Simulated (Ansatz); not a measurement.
## Electronic structure of C4H7BrOSi (SMILES C=CC(=C)O[SiH2]Br) in real space

| atom | x (Å) | y (Å) | z (Å) |
| --- | --- | --- | --- |
| C | 1.7825 | 1.8072 | -0.2148 |
| C | 1.7965 | 1.0876 | -1.3487 |
| C | 1.1657 | -0.2194 | -1.5028 |
| C | 1.1891 | -0.9313 | -2.6474 |
| Br | 2.7592 | -1.6200 | 1.6902 |
| O | 0.4974 | -0.6791 | -0.3897 |
| Si | 0.8979 | -2.0076 | 0.5283 |
| H | 1.2789 | 1.4355 | 0.6814 |
| H | 2.2747 | 2.7813 | -0.1593 |
| H | 2.3000 | 1.4696 | -2.2435 |
| H | 1.7093 | -0.5366 | -3.5217 |
| H | 0.6844 | -1.8963 | -2.7295 |
| H | 1.1529 | -3.1971 | -0.3251 |
| H | -0.2270 | -2.1937 | 1.4718 |

Geometry: r2SCAN-D4/def2-SVP.

Level of theory: isolated molecule in a Gaussian basis; Kohn-Sham density functional theory, functional PBE0 (Ansatz 0.2.0).

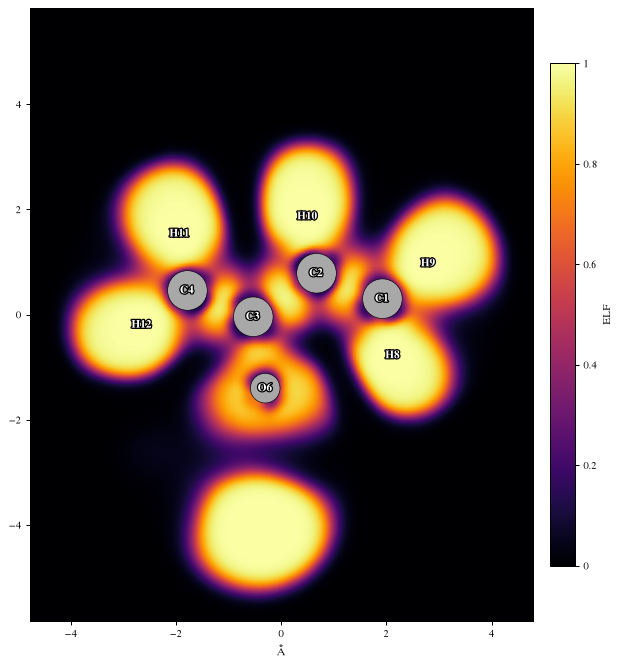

Figure 1. ELF on the plane of atoms C2, C1 and H8. Grey discs cover the atomic cores.

**Read the bonding off the picture.**

The plane passes through C, O and H nuclei.
C–C (1.34 Å): the ELF peaks at about 0.95 between the atoms; a multiple bond.
C–O (1.38 Å): the ELF peaks at about 0.90 between the atoms: a polar covalent bond.
C–H (1.09 Å): the ELF climbs to about 1 towards the hydrogen, as it does in any bond to H (a covalent bond by its length).
C–C (1.46 Å): the ELF peaks at about 0.95 between the atoms: a covalent bond.
The ELF also peaks beside O6, away from the bonds: lone-pair regions.

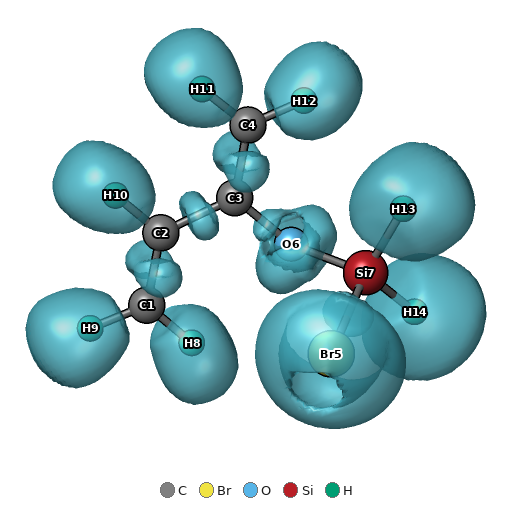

Figure 2. Isosurface of the ELF at 0.8 (cyan), seen across its widest extent. Only the valence region is drawn (cores and ρ < 0.01 e/Å³ removed).

**Identify the bonds, lone pairs and shells in this picture.**

The ELF exceeds this value in one region between bonded Br–Si atoms (shared pairs), three regions between bonded C–C atoms (shared pairs), seven regions around hydrogen nuclei, one region on O in which the atom's valence shell and bonds are merged and one ring or bowl of non-bonding electrons around Br.

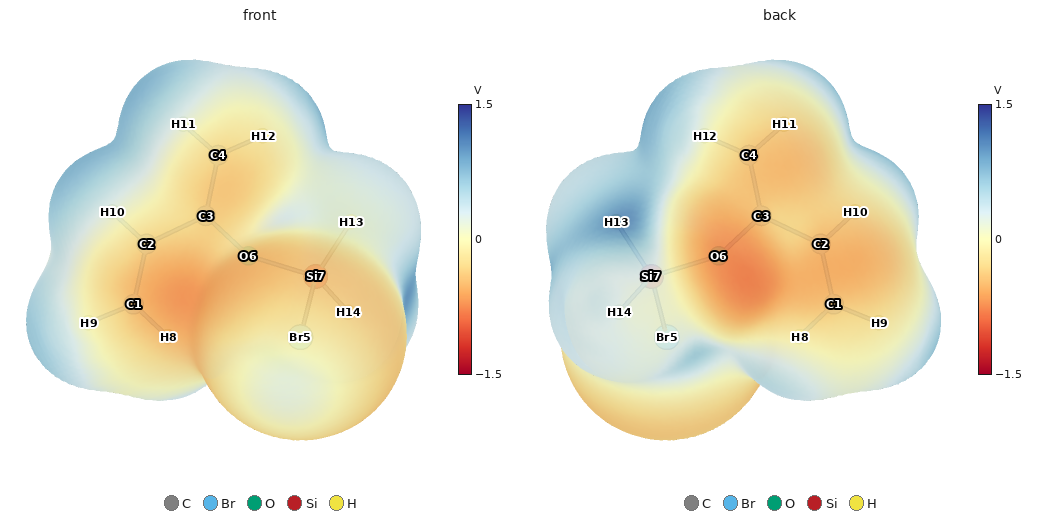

Figure 3. The molecular electrostatic potential painted on the density surface at 0.001 e/bohr³, seen from the front and from behind; the colour scale runs from red (negative) to blue (positive).

**Where is the surface potential most negative and most positive?**

The most negative region (about −0.8 V) lies over O6, the most positive (about +1.0 V) over Si7. Br5 shows a σ-hole: about +0.2 V at the tip opposite its bond, against about −0.4 V on its flanks.
